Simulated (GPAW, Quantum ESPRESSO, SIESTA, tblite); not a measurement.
## Atom list for C(100)/TiO2(101) interface (120 atoms)

The starting structure: Diamond-structure C(100), 3 repeat layers, 12 surface cells, strained +1.49 and +0.04 %; anatase TiO2(101), 2 layers, 2 cells, +0.00 and +0.00 %; outer planes 1.29 Å apart, 12 Å of vacuum above; not relaxed, displaced by a Gaussian of 0.02 Å. Then every atom was moved at random, 0.08 Å r.m.s. a Cartesian component.

Geometry: the built cell with every atom moved at random. Computed with tblite 0.8.0: GFN1-xTB tight binding, diagonalisation; levels smeared at 580 K; periodic xTB differs between programs; its forces lie 27 % r.m.s. from those of plane-wave PBE on this cell; Γ point.

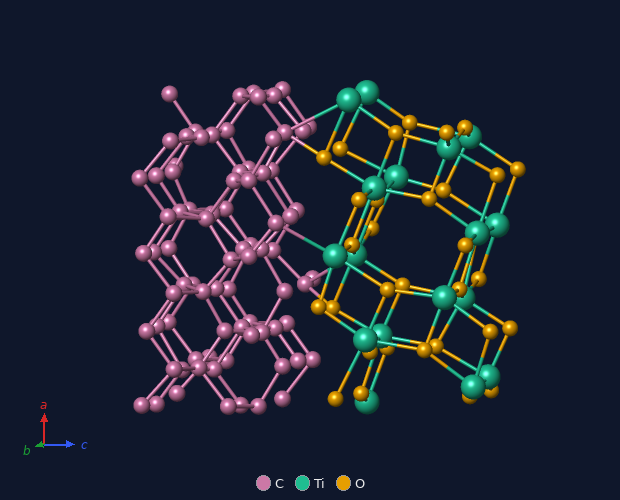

The structure (carbon pink, titanium teal, oxygen orange). Bonds to atoms that aren't drawn are left out. Some periodic images of atoms are drawn too.

Cell vectors (Å):

```
10.239 0.000 0.000
0.000 7.570 0.000
0.000 0.000 23.581
```

Positions (Å):

```
1 C 7.614 5.065 6.040
2 C 6.347 2.515 6.739
3 C 6.300 3.825 7.713
4 C 7.683 3.946 8.670
5 C 7.695 2.651 9.514
6 C 6.299 4.971 10.519
7 C 7.613 2.592 6.206
8 C 6.389 7.444 6.804
9 C 6.330 1.258 7.755
10 C 7.658 1.277 8.536
11 C 7.612 7.521 9.519
12 C 6.366 2.671 10.355
13 C 7.664 0.007 5.880
14 C 6.417 5.002 6.822
15 C 6.262 6.206 7.888
16 C 7.534 6.337 8.843
17 C 7.734 5.208 9.628
18 C 6.210 7.529 10.430
19 C 5.079 5.019 5.934
20 C 3.881 2.711 6.891
21 C 3.823 3.755 7.829
22 C 5.149 4.038 8.794
23 C 5.031 2.468 9.534
24 C 3.823 5.050 10.335
25 C 5.070 2.477 6.056
26 C 3.854 7.528 7.010
27 C 3.673 1.232 7.851
28 C 5.127 1.288 8.615
29 C 5.098 7.519 9.523
30 C 3.926 2.495 10.623
31 C 5.172 7.499 5.994
32 C 3.989 4.879 6.938
33 C 3.855 6.323 7.800
34 C 4.921 6.360 8.743
35 C 5.209 5.066 9.545
36 C 3.979 0.109 10.502
37 C 2.629 4.995 6.047
38 C 1.402 2.613 6.987
39 C 1.157 3.862 7.785
40 C 2.548 3.804 8.711
41 C 2.460 2.477 9.609
42 C 1.341 5.103 10.274
43 C 2.629 2.507 6.041
44 C 1.339 7.542 7.019
45 C 1.300 1.275 7.787
46 C 2.567 1.196 8.567
47 C 2.484 7.549 9.613
48 C 1.390 2.616 10.402
49 C 2.592 7.527 6.103
50 C 1.198 5.153 6.913
51 C 1.327 6.305 7.660
52 C 2.558 6.177 8.505
53 C 2.452 5.145 9.583
54 C 1.299 0.109 10.500
55 C 0.051 5.075 6.046
56 C 8.932 2.510 6.951
57 C 8.913 3.826 7.713
58 C 10.202 3.707 8.652
59 C 10.152 2.412 9.565
60 C 9.073 4.954 10.323
61 C 10.181 2.492 6.086
62 C 8.898 7.468 6.888
63 C 8.930 1.377 7.824
64 C 10.173 1.308 8.713
65 C 10.231 0.113 9.492
66 C 9.006 2.635 10.568
67 C 0.139 7.549 5.939
68 C 8.922 5.149 7.072
69 C 8.950 6.226 7.725
70 C 0.064 6.405 8.657
71 C 0.011 5.152 9.470
72 C 8.997 0.028 10.354
73 Ti 5.111 7.022 12.331
74 Ti 10.182 5.260 12.511
75 Ti 7.269 5.207 13.356
76 Ti 2.344 7.072 13.353
77 O 6.975 6.975 13.121
78 O 1.851 5.261 13.224
79 O 9.109 5.314 14.096
80 O 4.012 7.107 14.099
81 O 0.380 7.062 12.352
82 O 5.388 5.296 12.626
83 O 8.257 5.133 11.666
84 O 3.418 7.121 11.794
85 Ti 3.763 7.062 15.991
86 Ti 8.633 5.267 15.863
87 Ti 5.805 5.166 16.797
88 Ti 0.809 6.904 16.933
89 O 5.503 7.129 16.707
90 O 0.411 5.338 16.576
91 O 7.725 5.084 17.459
92 O 2.651 7.115 17.541
93 O 9.227 7.052 16.069
94 O 3.948 5.314 16.222
95 O 6.933 5.288 15.208
96 O 2.019 7.121 15.336
97 Ti 4.964 3.326 12.408
98 Ti 10.236 1.572 12.548
99 Ti 7.439 1.478 13.519
100 Ti 2.271 3.224 13.254
101 O 6.784 3.413 13.155
102 O 1.794 1.523 13.213
103 O 9.242 1.447 13.959
104 O 3.953 3.282 14.006
105 O 0.359 3.268 12.616
106 O 5.729 1.334 12.664
107 O 8.362 1.530 11.645
108 O 3.184 3.238 11.648
109 Ti 3.562 3.422 16.045
110 Ti 8.796 1.454 15.959
111 Ti 5.877 1.513 16.893
112 Ti 0.956 3.385 16.881
113 O 5.565 3.287 16.476
114 O 0.400 1.375 16.671
115 O 7.730 1.478 17.578
116 O 2.566 3.388 17.621
117 O 9.200 3.428 16.117
118 O 4.081 1.339 16.251
119 O 7.016 1.541 15.105
120 O 1.952 3.398 15.139
```

Q: Give the force and the charge of every atom.

Columns: atom, q, fx, fy, fz (forces in eV/Å, q the Mulliken charge in e).

```
1 -0.08 2.610 -0.460 1.797
2 0.07 -1.436 0.099 3.336
3 0.01 2.523 -0.232 2.585
4 -0.03 -1.242 -2.812 -1.411
5 -0.01 -1.549 -1.021 2.049
6 -0.02 2.750 -0.153 -2.895
7 -0.04 2.716 1.761 -1.833
8 0.02 0.115 1.960 0.376
9 0.03 1.575 -1.053 -1.718
10 0.01 -1.849 0.822 3.983
11 0.02 0.736 6.765 4.176
12 -0.06 -0.458 1.488 -0.715
13 -0.07 0.461 -1.259 4.457
14 0.03 -3.250 1.567 0.038
15 -0.01 2.437 2.389 -2.338
16 0.01 0.657 -1.318 -7.135
17 0.04 -2.044 -6.479 -0.101
18 -0.09 3.863 -1.283 0.015
19 -0.07 1.451 0.174 3.041
20 0.05 -1.144 -6.400 -2.641
21 0.00 0.623 3.175 4.127
22 0.04 -1.429 -14.748 -9.676
23 0.00 3.798 4.727 3.365
24 -0.05 -0.194 0.911 -0.113
25 -0.08 -0.048 -0.191 0.471
26 0.00 -0.079 1.925 -5.578
27 0.02 9.742 0.201 -4.588
28 0.02 -3.435 -1.002 0.558
29 0.03 -0.569 3.846 2.646
30 0.15 -5.337 -2.410 -2.564
31 -0.06 -2.223 -0.058 2.643
32 0.03 -4.082 5.452 -4.117
33 0.03 -1.780 -3.436 -0.471
34 0.04 5.547 -3.900 -2.510
35 0.03 -4.545 7.684 7.292
36 0.15 -8.043 1.175 0.018
37 -0.08 -0.469 0.132 2.289
38 0.01 -3.299 -2.033 -4.479
39 0.03 3.858 -1.288 1.132
40 0.03 -0.945 -0.464 -0.527
41 0.01 5.019 -0.075 -3.220
42 -0.11 -7.594 -0.812 4.496
43 -0.07 -0.753 0.900 2.830
44 0.01 -0.946 3.933 -7.861
45 0.03 -1.634 0.815 0.645
46 0.01 -6.011 1.710 7.678
47 -0.03 2.486 -0.141 -0.597
48 -0.08 -6.728 -1.050 0.470
49 -0.04 0.566 -0.081 1.951
50 0.03 2.777 -5.608 -4.264
51 0.07 -1.303 1.243 6.840
52 0.00 -0.420 3.861 3.560
53 0.07 8.306 -2.803 -3.309
54 0.01 -0.986 1.287 -3.624
55 -0.05 -2.738 0.563 1.372
56 0.05 -0.277 2.278 -3.727
57 0.03 0.584 0.130 3.909
58 0.00 -1.353 2.452 -0.015
59 0.00 3.224 5.959 3.896
60 0.19 -6.281 0.187 3.103
61 -0.05 2.051 -0.147 1.649
62 -0.02 1.645 3.276 -3.923
63 0.03 0.318 -5.827 -1.061
64 0.03 1.954 -1.137 -4.589
65 0.01 0.769 -3.032 3.903
66 0.13 -4.647 -0.439 -2.293
67 -0.07 -2.391 -0.090 4.325
68 0.02 0.324 -10.080 -11.724
69 0.02 0.275 11.409 7.822
70 0.00 -2.320 -0.994 -1.936
71 0.02 2.356 -2.545 2.628
72 0.04 -3.169 -1.549 -0.213
73 0.84 2.711 0.885 0.728
74 0.91 0.765 0.688 0.489
75 1.00 0.003 0.211 0.209
76 1.00 -0.393 -0.321 1.655
77 -0.52 1.064 0.273 0.582
78 -0.53 0.134 0.050 -0.357
79 -0.50 0.640 -0.478 -1.286
80 -0.49 0.566 0.056 -0.075
81 -0.55 -0.425 -0.551 0.658
82 -0.53 -1.069 -0.860 -0.086
83 -0.47 5.968 0.067 0.666
84 -0.43 2.329 1.176 -3.354
85 1.03 -2.125 1.330 0.276
86 1.02 0.339 -0.265 1.516
87 1.03 3.083 0.338 -1.074
88 1.01 3.161 2.880 -1.407
89 -0.52 1.768 -0.582 1.239
90 -0.49 0.998 -3.146 1.373
91 -0.54 -1.703 0.603 -0.271
92 -0.54 -1.548 -0.430 0.660
93 -0.51 -1.344 1.075 0.069
94 -0.52 0.676 -2.423 0.056
95 -0.49 -1.417 -0.122 -0.405
96 -0.49 -1.677 -0.047 -1.567
97 0.84 2.536 -0.049 0.358
98 0.93 0.781 -0.453 -0.625
99 1.01 -1.783 -0.202 -2.806
100 0.98 -0.147 0.877 0.935
101 -0.53 1.006 0.135 0.367
102 -0.52 0.518 -1.921 -0.082
103 -0.50 -0.102 -0.284 1.181
104 -0.49 1.070 -0.039 -0.136
105 -0.56 -0.935 1.720 -0.130
106 -0.55 -1.940 0.442 -0.213
107 -0.41 4.576 1.639 -4.029
108 -0.42 4.365 -0.776 -0.984
109 1.04 -0.095 -0.406 -0.683
110 1.05 0.313 0.124 1.767
111 1.05 2.110 -0.493 -1.225
112 1.03 -0.282 -0.280 -2.036
113 -0.52 -0.306 0.734 1.297
114 -0.51 0.430 0.941 1.121
115 -0.53 -1.294 -0.121 -1.535
116 -0.52 -0.698 -0.017 -0.555
117 -0.53 0.342 -1.028 -0.207
118 -0.52 -0.287 1.806 0.048
119 -0.48 -0.696 -0.448 2.526
120 -0.48 -1.106 -0.159 1.648
```

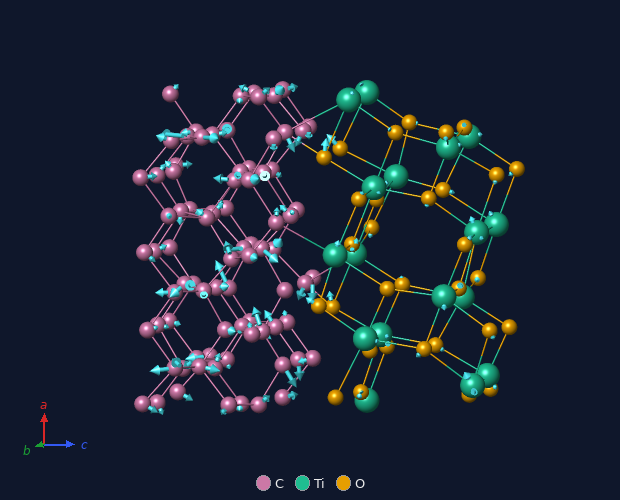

The forces as arrows, the longest 17.7 eV/Å. Bonds to atoms that aren't drawn are left out. Some periodic images of atoms are drawn too.

Only the Γ point is sampled, in a cell whose shortest periodic width is 8 Å.

The r.m.s. force component is 2.95 eV/Å; the longest force, 17.7 eV/Å, acts on C22.

[Logs are printed without paths, hosts, clocks, repeated set-up lines and the standing remarks that a program may print on its own settings, such as how far it seeks lower states.]

[Hosts, paths, dates, database ids (printed as entryN), source tags and the programs' standing remarks are cut or masked in the printed files.]
